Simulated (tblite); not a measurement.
# C3H6P2: geometry relaxation

System: C3H6P2.
Method: GFN2-xTB geometry optimisation, gas phase (tblite 0.8.0).

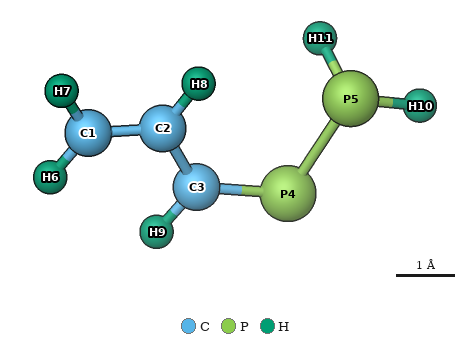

The input geometry (ball-and-stick view, seen at a tilt; atoms are numbered from 1 in the order of the input).

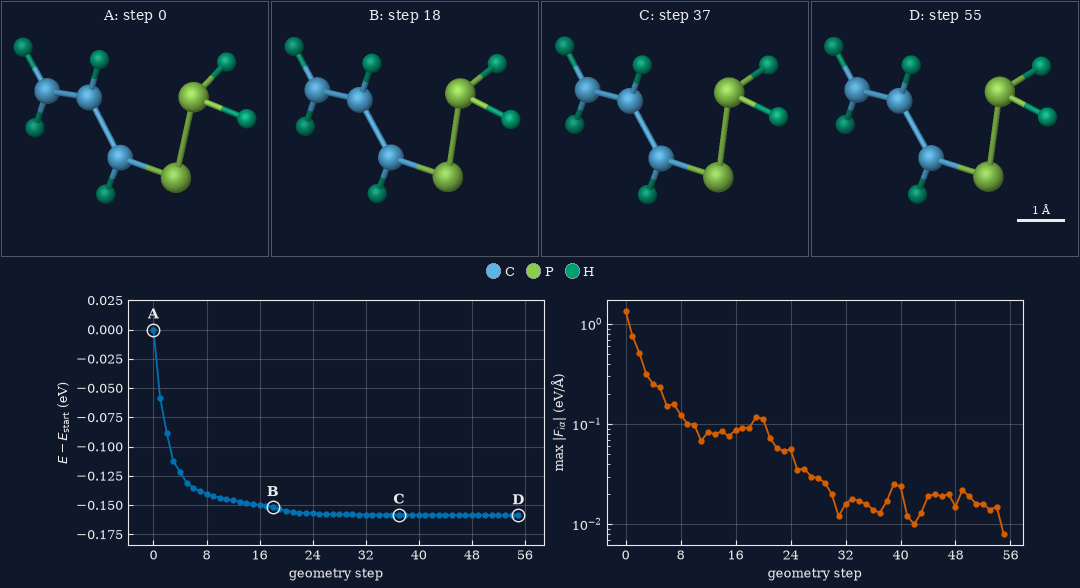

Frames of the relaxation (ball-and-stick view, seen at a tilt) above the curves, on which the letters mark them (steps are counted from 0).

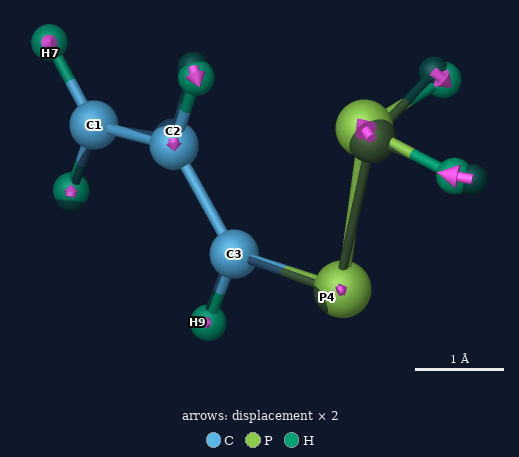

Start (faint) and end (solid) with the displacements as pink arrows, magnified 2 times (ball-and-stick view, seen at a tilt). The two geometries are laid on each other by the best rigid fit. The energy falls by 0.159 eV in 55 geometry steps. Largest force component: 1.4 eV/Å at the start, 0.008 eV/Å at the end. The largest move after the best rigid fit is that of H10, 0.21 Å. By element the largest moves are H 0.21 Å, P 0.18 Å, C 0.07 Å. Among the contacts that change: C2–C3 1.477 → 1.428 Å, P5–H11 1.423 → 1.396 Å, C3–H9 1.106 → 1.084 Å, P5–H10 1.413 → 1.393 Å. Among the angles that change: P4–P5–H10 98.3° → 92.2°, C1–C2–C3 118.7° → 123.4°, C3–P4–P5 106.5° → 102.3°. (Atoms are counted from 1 in the order of the input.)

These pictures come from the run below.

Input
```
{"job": {"kind": "relax", "xc": "GFN2-xTB", "basis": "xTB"}, "charge": 0, "multiplicity": 1}
C     -2.170300     0.429500    -0.083400
C     -0.854500     0.288700    -0.050000
C     -0.263100    -0.973900    -0.538400
P      1.366500    -1.397500    -0.641200
P      2.492500     0.284700     0.142300
H     -2.846700    -0.334100    -0.476200
H     -2.639200     1.348000     0.279600
H     -0.219200     1.075600     0.364900
H     -0.979200    -1.733700    -0.904000
H      3.787000    -0.145300    -0.227600
H      2.331600     1.160600    -0.967200
```

The first line tells a small driver script what to run in tblite; the rest is the geometry in Å.

Launched with:
```bash
OMP_NUM_THREADS=1 python <driver script> task.json out
```

Log
```
step      E/eV     max force
  0    -393.23993    1.575
  1    -393.29801    0.785
  2    -393.32812    0.593
  3    -393.35256    0.329
  4    -393.36145    0.311
  5    -393.37073    0.326
  6    -393.37509    0.220
  7    -393.37787    0.165
  8    -393.38016    0.126
  9    -393.38212    0.137
 10    -393.38361    0.125
 11    -393.38478    0.097
 12    -393.38584    0.095
 13    -393.38700    0.094
 14    -393.38811    0.091
 15    -393.38899    0.082
 16    -393.38970    0.091
 17    -393.39050    0.094
 18    -393.39168    0.104
 19    -393.39329    0.137
 20    -393.39485    0.117
 21    -393.39584    0.085
 22    -393.39634    0.060
 23    -393.39670    0.057
 24    -393.39707    0.066
 25    -393.39737    0.047
 26    -393.39755    0.036
 27    -393.39766    0.030
 28    -393.39776    0.033
 29    -393.39786    0.036
 30    -393.39792    0.025
 31    -393.39796    0.016
 32    -393.39799    0.018
 33    -393.39802    0.022
 34    -393.39806    0.022
 35    -393.39809    0.021
 36    -393.39811    0.017
 37    -393.39813    0.015
 38    -393.39816    0.019
 39    -393.39819    0.027
 40    -393.39823    0.025
 41    -393.39826    0.013
 42    -393.39828    0.011
 43    -393.39829    0.013
 44    -393.39831    0.020
 45    -393.39835    0.021
 46    -393.39839    0.021
 47    -393.39843    0.021
 48    -393.39847    0.018
 49    -393.39851    0.023
 50    -393.39855    0.019
 51    -393.39858    0.016
 52    -393.39861    0.017
 53    -393.39864    0.015
 54    -393.39866    0.016
 55    -393.39868    0.009
```

Trajectory as extended XYZ (Å, eV, eV/Å), 19 of the 56 frames kept, from step=0 to step=55
```
11
Properties=species:S:1:pos:R:3:forces:R:3 step=0 energy=-393.23993
C    -2.1703    0.4295   -0.0834   -0.9750   0.5420   0.1120
C    -0.8545    0.2887   -0.0500    0.6800  -1.3550  -0.4280
C    -0.2631   -0.9739   -0.5384   -0.3340   0.9750   0.3890
P     1.3665   -1.3975   -0.6412    0.1570  -0.2940  -0.2770
P     2.4925    0.2847    0.1423   -0.1160   0.5750   0.0480
H    -2.8467   -0.3341   -0.4762    0.3810   0.3450   0.1730
H    -2.6392    1.3480    0.2796    0.1030  -0.4370  -0.1640
H    -0.2192    1.0756    0.3649   -0.0220  -0.4200  -0.2390
H    -0.9792   -1.7337   -0.9040    0.4730   0.5520   0.2820
H     3.7870   -0.1453   -0.2276   -0.4980  -0.0590  -0.1600
H     2.3316    1.1606   -0.9672    0.1520  -0.4230   0.2650
11
Properties=species:S:1:pos:R:3:forces:R:3 step=3 energy=-393.35256
C    -2.1779    0.4399   -0.0822   -0.0400   0.0020   0.0010
C    -0.8576    0.2547   -0.0583    0.0770   0.1840   0.1130
C    -0.2558   -0.9485   -0.5273    0.2310  -0.0880  -0.0180
P     1.3685   -1.4024   -0.6541    0.2200   0.2240   0.0000
P     2.4822    0.3096    0.1498   -0.1720  -0.1310   0.2160
H    -2.8325   -0.3180   -0.4689   -0.1330  -0.0860  -0.0630
H    -2.6399    1.3388    0.2766   -0.0300   0.1080   0.0480
H    -0.2229    1.0391    0.3449    0.1230  -0.1320  -0.0690
H    -0.9518   -1.6994   -0.8866    0.0020  -0.0130   0.0060
H     3.7522   -0.1484   -0.2382   -0.3180  -0.0290  -0.0790
H     2.3410    1.1372   -0.9571    0.0390  -0.0380  -0.1560
11
Properties=species:S:1:pos:R:3:forces:R:3 step=6 energy=-393.37509
C    -2.1796    0.4414   -0.0820    0.0090  -0.0180   0.0150
C    -0.8578    0.2525   -0.0543    0.0730  -0.0480  -0.0210
C    -0.2365   -0.9459   -0.5244   -0.0970  -0.0060  -0.0050
P     1.3895   -1.3845   -0.6600   -0.0040   0.0260  -0.0220
P     2.4613    0.3133    0.1698   -0.0500   0.1520  -0.0300
H    -2.8388   -0.3179   -0.4711   -0.0240   0.0240   0.0000
H    -2.6422    1.3447    0.2796    0.0550  -0.0380  -0.0170
H    -0.2069    1.0202    0.3347    0.1400   0.1490   0.0820
H    -0.9395   -1.6893   -0.8802    0.0260  -0.1310  -0.0610
H     3.7083   -0.1542   -0.2487   -0.0890  -0.0750   0.0340
H     2.3475    1.1224   -0.9646   -0.0390  -0.0360   0.0240
11
Properties=species:S:1:pos:R:3:forces:R:3 step=9 energy=-393.38212
C    -2.1747    0.4390   -0.0802    0.0940   0.0070   0.0110
C    -0.8498    0.2531   -0.0524    0.0000   0.0240   0.0180
C    -0.2377   -0.9493   -0.5256    0.0030  -0.0240  -0.0220
P     1.3933   -1.3736   -0.6635   -0.0860   0.0080   0.0070
P     2.4484    0.3291    0.1747   -0.0170   0.0210  -0.0050
H    -2.8428   -0.3149   -0.4717    0.0850   0.0530   0.0330
H    -2.6362    1.3433    0.2792    0.0470  -0.0120  -0.0010
H    -0.1892    1.0263    0.3385   -0.0830  -0.1010  -0.0400
H    -0.9326   -1.7018   -0.8855    0.0350  -0.0110  -0.0110
H     3.6829   -0.1648   -0.2468   -0.0270  -0.0270   0.0740
H     2.3439    1.1164   -0.9680   -0.0510   0.0620  -0.0630
11
Properties=species:S:1:pos:R:3:forces:R:3 step=12 energy=-393.38584
C    -2.1646    0.4402   -0.0775   -0.0530   0.0390   0.0050
C    -0.8439    0.2507   -0.0514   -0.0100  -0.0590  -0.0220
C    -0.2402   -0.9527   -0.5284    0.0170  -0.0210  -0.0120
P     1.3888   -1.3673   -0.6648    0.0840  -0.0190   0.0130
P     2.4370    0.3421    0.1750   -0.0580  -0.0230  -0.0430
H    -2.8345   -0.3077   -0.4684    0.0190  -0.0410  -0.0120
H    -2.6261    1.3423    0.2795    0.0230   0.0810   0.0430
H    -0.1858    1.0204    0.3377    0.0310  -0.0190   0.0080
H    -0.9254   -1.7110   -0.8904   -0.0460   0.0080  -0.0080
H     3.6648   -0.1744   -0.2355    0.0090   0.0200   0.0600
H     2.3353    1.1201   -0.9770   -0.0170   0.0330  -0.0330
11
Properties=species:S:1:pos:R:3:forces:R:3 step=15 energy=-393.38899
C    -2.1601    0.4461   -0.0745   -0.0030  -0.0180  -0.0070
C    -0.8411    0.2429   -0.0528    0.0060   0.0070  -0.0090
C    -0.2393   -0.9602   -0.5333   -0.0060  -0.0110   0.0020
P     1.3934   -1.3665   -0.6645   -0.0170  -0.0700  -0.0310
P     2.4191    0.3512    0.1682   -0.0160   0.0520  -0.0250
H    -2.8239   -0.3061   -0.4666   -0.0630   0.0060  -0.0050
H    -2.6128    1.3529    0.2863    0.0280   0.0000   0.0100
H    -0.1802    1.0092    0.3370    0.0660  -0.0040   0.0160
H    -0.9257   -1.7174   -0.8959   -0.0250   0.0070  -0.0020
H     3.6512   -0.1784   -0.2147    0.0040   0.0760   0.0310
H     2.3248    1.1291   -0.9904    0.0250  -0.0440   0.0210
11
Properties=species:S:1:pos:R:3:forces:R:3 step=18 energy=-393.39168
C    -2.1568    0.4479   -0.0733    0.0690  -0.0200   0.0010
C    -0.8372    0.2379   -0.0553    0.0260   0.0140   0.0120
C    -0.2391   -0.9682   -0.5372   -0.0180   0.0010  -0.0090
P     1.3950   -1.3757   -0.6686   -0.0610   0.0530   0.0080
P     2.4007    0.3627    0.1604   -0.0220  -0.0830   0.0590
H    -2.8265   -0.3027   -0.4657   -0.0130   0.0920   0.0300
H    -2.5972    1.3609    0.2934    0.0210  -0.0790  -0.0250
H    -0.1652    0.9977    0.3383   -0.0370  -0.0570  -0.0280
H    -0.9310   -1.7209   -0.9003    0.0010   0.0020   0.0080
H     3.6414   -0.1663   -0.1925    0.0090   0.0880   0.0140
H     2.3214    1.1295   -1.0005    0.0250  -0.0120  -0.0680
11
Properties=species:S:1:pos:R:3:forces:R:3 step=21 energy=-393.39584
C    -2.1434    0.4488   -0.0710    0.0010   0.0260   0.0180
C    -0.8271    0.2275   -0.0591   -0.0030  -0.0490   0.0060
C    -0.2427   -0.9810   -0.5451   -0.0050  -0.0200  -0.0250
P     1.3906   -1.3859   -0.6757    0.0440   0.0730   0.0030
P     2.3662    0.3737    0.1529   -0.0090  -0.0340   0.0080
H    -2.8337   -0.2835   -0.4602    0.0300   0.0390   0.0020
H    -2.5678    1.3637    0.3025   -0.0200   0.0130   0.0120
H    -0.1431    0.9722    0.3376   -0.0460   0.0180  -0.0110
H    -0.9407   -1.7267   -0.9067   -0.0110  -0.0420  -0.0050
H     3.6273   -0.1310   -0.1522    0.0220   0.0250   0.0030
H     2.3200    1.1249   -1.0243   -0.0010  -0.0510  -0.0100
11
Properties=species:S:1:pos:R:3:forces:R:3 step=24 energy=-393.39707
C    -2.1400    0.4516   -0.0685   -0.0180   0.0040   0.0060
C    -0.8258    0.2214   -0.0588   -0.0180   0.0110   0.0030
C    -0.2437   -0.9861   -0.5494    0.0060  -0.0050   0.0020
P     1.3929   -1.3816   -0.6782   -0.0080  -0.0370  -0.0390
P     2.3592    0.3743    0.1530    0.0330   0.0560   0.0090
H    -2.8327   -0.2752   -0.4592   -0.0170  -0.0100  -0.0180
H    -2.5638    1.3660    0.3060    0.0020   0.0300   0.0220
H    -0.1439    0.9685    0.3359   -0.0030   0.0070   0.0000
H    -0.9430   -1.7329   -0.9086    0.0240  -0.0220  -0.0040
H     3.6268   -0.1208   -0.1433    0.0080   0.0020   0.0100
H     2.3195    1.1176   -1.0302   -0.0080  -0.0370   0.0080
11
Properties=species:S:1:pos:R:3:forces:R:3 step=28 energy=-393.39776
C    -2.1405    0.4537   -0.0662   -0.0090  -0.0030  -0.0040
C    -0.8269    0.2181   -0.0587   -0.0050  -0.0030  -0.0040
C    -0.2440   -0.9896   -0.5517   -0.0010   0.0130   0.0050
P     1.3935   -1.3819   -0.6844    0.0060   0.0290   0.0150
P     2.3565    0.3797    0.1540   -0.0090  -0.0260  -0.0130
H    -2.8357   -0.2694   -0.4606   -0.0150   0.0080   0.0000
H    -2.5585    1.3706    0.3118    0.0080  -0.0090   0.0040
H    -0.1436    0.9649    0.3349   -0.0030  -0.0050   0.0040
H    -0.9406   -1.7397   -0.9106    0.0190   0.0020   0.0000
H     3.6271   -0.1117   -0.1337    0.0110  -0.0090   0.0090
H     2.3181    1.1079   -1.0360   -0.0030   0.0040  -0.0150
11
Properties=species:S:1:pos:R:3:forces:R:3 step=31 energy=-393.39796
C    -2.1421    0.4538   -0.0660    0.0010   0.0000  -0.0030
C    -0.8287    0.2178   -0.0590    0.0020  -0.0070   0.0010
C    -0.2439   -0.9886   -0.5514    0.0070  -0.0030  -0.0070
P     1.3937   -1.3794   -0.6850    0.0110  -0.0040   0.0080
P     2.3564    0.3794    0.1530    0.0010   0.0110  -0.0120
H    -2.8388   -0.2673   -0.4614   -0.0110   0.0080   0.0020
H    -2.5563    1.3712    0.3142   -0.0080  -0.0040   0.0020
H    -0.1446    0.9635    0.3352   -0.0060   0.0040   0.0080
H    -0.9362   -1.7416   -0.9112   -0.0040   0.0020  -0.0020
H     3.6289   -0.1115   -0.1302   -0.0010  -0.0070   0.0020
H     2.3171    1.1054   -1.0394    0.0080  -0.0020   0.0000
11
Properties=species:S:1:pos:R:3:forces:R:3 step=34 energy=-393.39806
C    -2.1425    0.4538   -0.0663    0.0010  -0.0020   0.0030
C    -0.8290    0.2166   -0.0591   -0.0020   0.0060   0.0000
C    -0.2427   -0.9888   -0.5523    0.0000  -0.0020   0.0000
P     1.3956   -1.3788   -0.6840   -0.0090  -0.0140  -0.0010
P     2.3560    0.3810    0.1511    0.0120   0.0100   0.0160
H    -2.8423   -0.2647   -0.4614    0.0020   0.0010  -0.0020
H    -2.5561    1.3708    0.3158   -0.0010  -0.0010   0.0020
H    -0.1458    0.9628    0.3366   -0.0090  -0.0050   0.0030
H    -0.9347   -1.7421   -0.9120    0.0000   0.0010  -0.0030
H     3.6289   -0.1121   -0.1278   -0.0060   0.0010  -0.0010
H     2.3182    1.1041   -1.0419    0.0120   0.0060  -0.0170
11
Properties=species:S:1:pos:R:3:forces:R:3 step=37 energy=-393.39813
C    -2.1432    0.4535   -0.0663   -0.0040  -0.0010   0.0040
C    -0.8298    0.2160   -0.0593   -0.0030  -0.0010  -0.0010
C    -0.2420   -0.9888   -0.5529   -0.0080   0.0020   0.0030
P     1.3962   -1.3795   -0.6827   -0.0030   0.0120   0.0080
P     2.3571    0.3831    0.1505   -0.0060  -0.0010  -0.0060
H    -2.8450   -0.2626   -0.4617    0.0080  -0.0070  -0.0060
H    -2.5562    1.3702    0.3174    0.0020   0.0010   0.0030
H    -0.1480    0.9621    0.3383    0.0020  -0.0010   0.0030
H    -0.9337   -1.7423   -0.9130   -0.0020  -0.0010  -0.0040
H     3.6292   -0.1125   -0.1261    0.0010   0.0010  -0.0020
H     2.3208    1.1036   -1.0454    0.0130  -0.0050  -0.0010
11
Properties=species:S:1:pos:R:3:forces:R:3 step=40 energy=-393.39823
C    -2.1450    0.4530   -0.0654   -0.0010   0.0020  -0.0050
C    -0.8316    0.2156   -0.0594   -0.0010  -0.0030   0.0100
C    -0.2429   -0.9886   -0.5530   -0.0020   0.0020  -0.0020
P     1.3958   -1.3783   -0.6793    0.0020   0.0100   0.0000
P     2.3580    0.3863    0.1490   -0.0050   0.0050  -0.0240
H    -2.8462   -0.2619   -0.4638    0.0020  -0.0050  -0.0020
H    -2.5561    1.3696    0.3202   -0.0070  -0.0020   0.0020
H    -0.1509    0.9607    0.3413    0.0100   0.0020   0.0010
H    -0.9329   -1.7425   -0.9154   -0.0040   0.0020   0.0010
H     3.6292   -0.1131   -0.1246    0.0020  -0.0020   0.0060
H     2.3281    1.1019   -1.0510    0.0030  -0.0120   0.0120
11
Properties=species:S:1:pos:R:3:forces:R:3 step=43 energy=-393.39829
C    -2.1456    0.4530   -0.0652    0.0020   0.0010  -0.0010
C    -0.8324    0.2148   -0.0585    0.0020   0.0030   0.0050
C    -0.2434   -0.9886   -0.5535    0.0010   0.0020   0.0010
P     1.3958   -1.3769   -0.6780   -0.0030  -0.0030  -0.0110
P     2.3569    0.3890    0.1466    0.0040  -0.0020   0.0080
H    -2.8470   -0.2612   -0.4651    0.0040   0.0000  -0.0010
H    -2.5560    1.3692    0.3224   -0.0100  -0.0050  -0.0010
H    -0.1508    0.9592    0.3430    0.0010  -0.0010   0.0010
H    -0.9327   -1.7427   -0.9167   -0.0010   0.0030   0.0040
H     3.6283   -0.1129   -0.1218    0.0010  -0.0020   0.0080
H     2.3322    1.0998   -1.0545   -0.0010   0.0030  -0.0130
11
Properties=species:S:1:pos:R:3:forces:R:3 step=46 energy=-393.39839
C    -2.1469    0.4532   -0.0656    0.0000  -0.0060   0.0150
C    -0.8337    0.2147   -0.0551    0.0050   0.0060  -0.0190
C    -0.2442   -0.9871   -0.5535    0.0020  -0.0010   0.0070
P     1.3951   -1.3747   -0.6786    0.0030   0.0010  -0.0110
P     2.3575    0.3927    0.1431   -0.0070  -0.0090   0.0110
H    -2.8468   -0.2612   -0.4677    0.0060   0.0010  -0.0020
H    -2.5603    1.3666    0.3253   -0.0020   0.0000  -0.0060
H    -0.1507    0.9577    0.3463   -0.0090   0.0040   0.0090
H    -0.9331   -1.7415   -0.9173   -0.0010   0.0040   0.0050
H     3.6289   -0.1141   -0.1159    0.0020  -0.0020   0.0040
H     2.3396    1.0964   -1.0623    0.0020   0.0030  -0.0140
11
Properties=species:S:1:pos:R:3:forces:R:3 step=49 energy=-393.39851
C    -2.1491    0.4522   -0.0643    0.0010  -0.0070   0.0040
C    -0.8354    0.2165   -0.0532    0.0010   0.0030  -0.0030
C    -0.2449   -0.9845   -0.5521    0.0050   0.0020  -0.0030
P     1.3943   -1.3716   -0.6802    0.0040   0.0010  -0.0060
P     2.3599    0.3952    0.1398   -0.0070   0.0020  -0.0220
H    -2.8453   -0.2628   -0.4717   -0.0010  -0.0040   0.0000
H    -2.5678    1.3629    0.3273    0.0080   0.0020  -0.0030
H    -0.1535    0.9583    0.3520   -0.0080   0.0090   0.0080
H    -0.9337   -1.7386   -0.9166    0.0000   0.0020   0.0060
H     3.6311   -0.1177   -0.1108   -0.0070   0.0000   0.0030
H     2.3497    1.0927   -1.0715    0.0040  -0.0110   0.0170
11
Properties=species:S:1:pos:R:3:forces:R:3 step=52 energy=-393.39861
C    -2.1499    0.4508   -0.0624    0.0010   0.0020  -0.0120
C    -0.8357    0.2175   -0.0522   -0.0020  -0.0040   0.0160
C    -0.2445   -0.9830   -0.5521    0.0000   0.0060  -0.0080
P     1.3946   -1.3693   -0.6835   -0.0040  -0.0050  -0.0050
P     2.3579    0.3984    0.1348    0.0010  -0.0040   0.0050
H    -2.8446   -0.2630   -0.4745    0.0000  -0.0060   0.0040
H    -2.5704    1.3607    0.3292    0.0110   0.0000   0.0010
H    -0.1555    0.9582    0.3576   -0.0080   0.0070  -0.0020
H    -0.9342   -1.7369   -0.9157    0.0030  -0.0010   0.0030
H     3.6298   -0.1187   -0.1030   -0.0060   0.0020   0.0010
H     2.3579    1.0879   -1.0795    0.0050   0.0030  -0.0040
11
Properties=species:S:1:pos:R:3:forces:R:3 step=55 energy=-393.39868
C    -2.1510    0.4498   -0.0623   -0.0010   0.0010  -0.0020
C    -0.8367    0.2174   -0.0491    0.0000  -0.0030  -0.0010
C    -0.2445   -0.9809   -0.5530   -0.0010  -0.0030   0.0050
P     1.3942   -1.3675   -0.6865    0.0000   0.0020  -0.0040
P     2.3564    0.4015    0.1303   -0.0040  -0.0030   0.0080
H    -2.8443   -0.2639   -0.4768   -0.0010  -0.0020   0.0040
H    -2.5716    1.3586    0.3317    0.0010   0.0010  -0.0010
H    -0.1585    0.9589    0.3628   -0.0030   0.0020  -0.0020
H    -0.9342   -1.7354   -0.9150    0.0000   0.0000  -0.0020
H     3.6283   -0.1195   -0.0955    0.0040  -0.0020   0.0000
H     2.3673    1.0836   -1.0880    0.0040   0.0050  -0.0060
```

Summary

- outcome: converged
- total energy: −393.3987 eV
- hardware: 1 CPU thread, shared host
- peak memory: 0.18 GiB
